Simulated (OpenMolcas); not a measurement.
**BMK/cc-pCVDZ run of NO2F (nitryl fluoride)**

What is the vertical ionisation energy of NO2F (nitryl fluoride) at BMK/cc-pCVDZ? 

Program for the calculation: OpenMolcas 26.06.

**1. The system as given**

NO2F: 4 atoms, total charge 0, spin state singlet. As SMILES, `O=[N+]([O-])F`. The shape is that of a PBE0-D4/def2-TZVP optimisation.

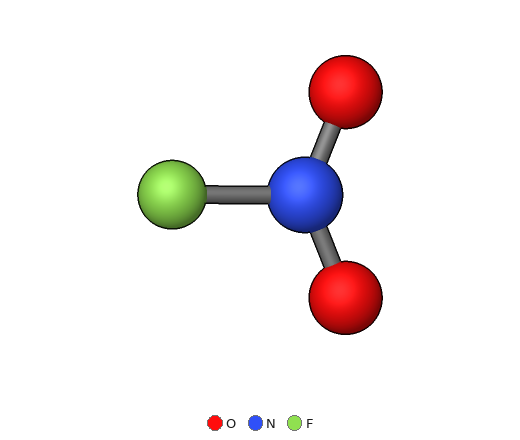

The structure, seen from a chosen angle (oxygen red, nitrogen blue, fluorine green).

**2. Energy and forces at BMK/cc-pCVDZ**

job.input reads:

```
&GATEWAY
BASLIB = $CurrDir
COORD
4
angstrom
O        0.188290       0.469930       1.120250
N        0.079720      -0.071800       0.089140
O        0.476580      -1.068680      -0.376880
F       -0.744590       0.670550      -0.832510
BASIS = cc-pCVDZ
GROUP = NoSym
&SEWARD
&SCF
KSDFT = 2
1.0 HYB_MGGA_X_BMK
1.0 GGA_C_BMK
PRORBITALS = 1 1
&ALASKA
```

The basis set cc-pCVDZ is read from a file made from the Basis Set Exchange's data (not shown).

Started as:

```console
$ export MOLCAS_MEM=1860
$ pymolcas job.input > job.log
```

The program printed:

```text
--- Start Module: gateway ---
[...]
--- Stop Module: gateway /rc=_RC_ALL_IS_WELL_ ---
[...]
      Basis functions           72
[...]
--- Start Module: scf ---
[...]
       Convergence after  12 Iterations
[...]
::    Total KS-DFT energy                            -304.7730058413
[...]
      Total spin, S                                     0.0000000000
[...]
      Total electronic charge=   32.000000
      Total            charge=   -0.000000
[...]
      Dipole Moment (debye):
      Origin of the operator (angstrom)=   -0.0369    0.0332   -0.0412
                   X=  1.5358E-01               Y= -1.3835E-01               Z=  1.7172E-01           Total=  2.6873E-01
      Quadrupole Moment (debye*angstrom):
[...]
--- Stop Module: scf /rc=_RC_ALL_IS_WELL_ ---
[...]
--- Start Module: alaska ---
[...]
 *              Molecular gradients               *
 **************************************************
  Irreducible representation: a
 ------------------------------------------------------------------------------------------
                              X                       Y                       Z
 ------------------------------------------------------------------------------------------
  O1               -3.49211959479723E-03   -1.44165038546795E-02   -2.88906395099140E-02
  N2                1.65601144153675E-02   -1.49157646645763E-02    1.85223757474291E-02
  O3               -1.14085712853349E-02    2.78367562970381E-02    1.22248400943086E-02
  F4               -1.65942353520343E-03    1.49551222231104E-03   -1.85657633173264E-03
 ------------------------------------------------------------------------------------------
--- Stop Module: alaska /rc=_RC_ALL_IS_WELL_ ---
[...]
```

Wall time 7.8 s (1 thread of Arm Neoverse V1, shared host); peak memory 0.42 GiB.

**3. The doublet cation, same level**

job.input reads:

```
&GATEWAY
 BasLib
 $CurrDir
 Coord
 4
 angstrom
 O        0.188290       0.469930       1.120250
 N        0.079720      -0.071800       0.089140
 O        0.476580      -1.068680      -0.376880
 F       -0.744590       0.670550      -0.832510
 Basis
 cc-pCVDZ
 Group
 NoSym

&SEWARD

&SCF
 UHF
 Charge
 1
 Spin
 2
 KSDFT
 2
 1.0 HYB_MGGA_X_BMK
 1.0 GGA_C_BMK
 PrOrbitals
 1 1

&ALASKA
```

The basis set cc-pCVDZ is read from a file made from the Basis Set Exchange's data (not shown).

Started as:

```console
$ export MOLCAS_MEM=1860
$ pymolcas job.input > job.log
```

The program printed:

```text
--- Start Module: gateway ---
[...]
--- Stop Module: gateway /rc=_RC_ALL_IS_WELL_ ---
[...]
      Basis functions           72
[...]
--- Start Module: scf ---
[...]
       Convergence after  20 Iterations
[...]
::    Total KS-DFT energy                            -304.2707914487
[...]
      Total spin, S                                     0.5108003940
[...]
      Total electronic charge=   31.000000
      Total            charge=    1.000000
[...]
      Dipole Moment (debye):
      Origin of the operator (angstrom)=   -0.0369    0.0332   -0.0412
                   X=  8.1110E-01               Y= -7.3045E-01               Z=  9.0692E-01           Total=  1.4191E+00
      Center of Charge (angstrom)
[...]
--- Stop Module: scf /rc=_RC_ALL_IS_WELL_ ---
[...]
--- Start Module: alaska ---
[...]
 *              Molecular gradients               *
 **************************************************
  Irreducible representation: a
 ------------------------------------------------------------------------------------------
                              X                       Y                       Z
 ------------------------------------------------------------------------------------------
  O1               -1.40097041995455E-02    5.77428853005202E-03   -2.54004420317280E-02
  N2                5.69497276039261E-02   -5.12878437573525E-02    6.36813012098458E-02
  O3               -1.70942525241546E-02    2.22370642328080E-02   -9.38127978534453E-03
  F4               -2.58457708801920E-02    2.32764909945615E-02   -2.88995793927622E-02
 ------------------------------------------------------------------------------------------
--- Stop Module: alaska /rc=_RC_ALL_IS_WELL_ ---
[...]
```

It took 14 s on 1 thread of Arm Neoverse V1, shared host; peak memory 0.42 GiB.

**4. Summary of results**

Level: BMK/cc-pCVDZ.

| quantity | value |
| --- | --- |
| singlet NO2F: total energy | -304.77301 Eh |
| singlet NO2F: dipole moment | 0.27 D |
| singlet NO2F: HOMO energy | -11.26 eV |
| singlet NO2F: LUMO energy | -1.54 eV |
| singlet NO2F: HOMO–LUMO gap | 9.72 eV |
| singlet NO2F: largest force on an atom | 1.670 eV/Å |
| doublet cation: total energy | -304.27079 Eh |
| doublet cation: HOMO energy (highest over α and β) | -20.63 eV |
| doublet cation: LUMO energy (lowest over α and β) | -16.09 eV |
| doublet cation: ⟨S²⟩ | 0.772 |
| vertical ionisation energy (to the doublet cation) | 13.666 eV |

In words: This program's gradients are faulty for this kind of reference, so any forces in the log (doublet cation) can't be trusted; the energy can. Removing an electron at fixed nuclei costs 13.67 eV (315 kcal/mol). The largest force (singlet NO2F) is 1.67 eV/Å: the shape isn't a stationary point for this species at this level. The negative HOMO energy of the first species, 11.26 eV, lies 2.40 eV below that difference.
